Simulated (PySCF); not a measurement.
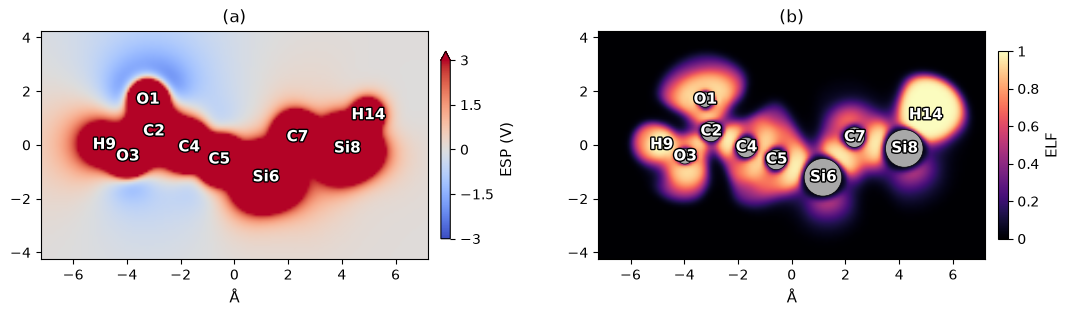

The picture shows: C₄H₈O₂Si₂. (a) molecular electrostatic potential; (b) ELF on the plane of atoms O3, C2 and C4. Grey discs cover the atomic cores in the ELF map.

Geometry: GFN2-xTB.

Computed with PBE0/def2-SVPD, SCF density, gas phase in PySCF 2.14.0.

The calculation's input:

```
{"job": {"kind": "uv", "xc": "PBE0", "basis": "def2-SVPD", "nstates": 8, "ntriplets": 3}, "charge": 0, "multiplicity": 1}
O      3.986657    -1.546664     0.754429
C      3.727247    -0.527162     0.169188
O      4.661503     0.290966    -0.337536
C      2.396065    -0.037867    -0.071861
C      1.261887     0.335086    -0.252926
Si    -0.498806     0.878714    -0.511639
C     -1.617086    -0.427425     0.291691
Si    -3.484591    -0.095970     0.160931
H      5.545745    -0.066102    -0.159699
H     -0.632786     2.189317     0.131803
H     -0.706558     0.963106    -1.960647
H     -1.400279    -1.398531    -0.155955
H     -1.350007    -0.519588     1.345537
H     -4.222495    -1.176704     0.819564
H     -3.801809     1.177678     0.810920
H     -3.872286    -0.029912    -1.249970
```

Run with:

```sh
OMP_NUM_THREADS=1 python probes_run.py task.json out
```

What does the map show?

Answer.
- The section cuts through O, C, Si and H sites.
- C–O (1.20 Å): the ELF peaks at about 0.85 between the atoms: a short, multiple covalent bond.
- C–C (1.21 Å): the ELF peaks at about 0.85 between the atoms: a short, multiple covalent bond.
- C–Si (1.86 Å): the ELF peaks at about 0.95 between the atoms; a shared electron pair.
- O–H (0.97 Å): the ELF climbs to about 1 towards the hydrogen, as it does in any bond to H; an ordinary covalent bond to hydrogen.
- C–O (1.34 Å): the ELF peaks at about 0.90 between the atoms, as expected for a polar covalent bond.
- The ELF also peaks beside O3 and O1, away from the bonds: lone-pair regions.
- Outside the dense part of the molecule the potential is most negative (−1.9 V) near O1.
